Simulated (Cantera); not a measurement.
A closed system holds: 1 mol BN, 0.22 mol H2O, 64 mol H2, 16 mol HCl, held at 1.00 bar.

Cantera equilibrium calculation (NASA polynomials, part measured and part estimated; ideal gas, pure solids and liquids). Candidate condensed phases: B, BN, B2O3, B3O3H3, H2O, NH4Cl; 49 gas species. Mutual solubility and eutectic melting of coexisting phases are not modelled. The tables' values for BOCl are old estimates; treat these amounts as uncertain. Gases not in the tables: H3BO3, BHCl2. Rates play no part.

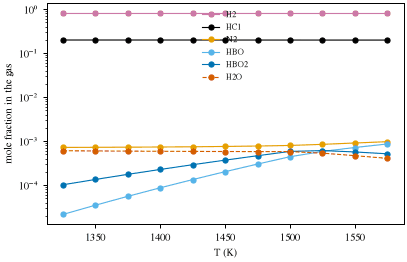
Fig. 1. Equilibrium gas composition (values under 1e-9 drawn at 1e-9)

Question: Read off the mole fractions at 1500 K.

Answer: H2 about 0.80, HCl about 0.20, N2 about 0.00080, HBO2 about 0.00058, H2O about 0.00058, HBO about 0.00044.
